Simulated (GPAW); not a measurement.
# Polarising a 7-layer slab of Mo(110) with a field along the normal

The dipole of the cell at several fields, atoms fixed. What does the strongest field give, and what length does the slope stand for?

How it was computed: GPAW 26.7.0, plane waves (400 eV), PAW setups, PBE, 12×12 mesh, a dipole layer in the vacuum; geometry relaxed without an applied field with GPAW. The cell's area is 7.02 Å², and e/ε0 = 180.95 V Å.

Results, with one row withheld:

| field (V/Å) | dipole (e Å) |
| --- | --- |
| −0.2 | −0.1308 |
| −0.1 | −0.0634 |
| −0.05 | −0.0296 |
| 0.05 | 0.0376 |
| 0.1 | 0.0713 |
| 0.2 | 0.1387 |
| 0.3 | ? |

To predict: What is the dipole at 0.3 V/Å?

Worked answer. A line through the 6 points has the slope α = 0.674 e Å per V/Å and the intercept p₀ = 0.0040 e Å (r.m.s. residual 5.5e−05). At 0.3 V/Å it gives p = 0.0040 + 0.674 × 0.3 = 0.2061 e Å; the run gives 0.2061 e Å, so the response stays linear to 0.0 % of the induced part. Dividing by ε0 and the area: α/(ε0 A) = 0.674 × 180.95 / 7.02 = 17.37 Å, against 13.32 Å between the outer nuclei. A metal screens fully, so the excess of 4.06 Å puts the image planes about 2.03 Å outside the outer atoms on average.

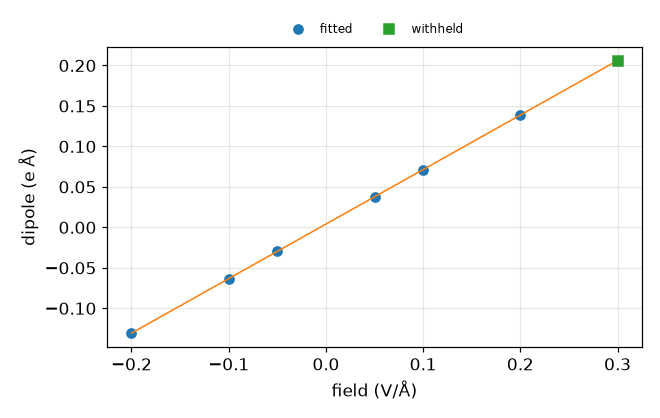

The line and the withheld run.

Caveats: This is the electronic response alone; ions that move would add to it in polar layers. No run was spin-polarised, so magnetic states weren't tested.
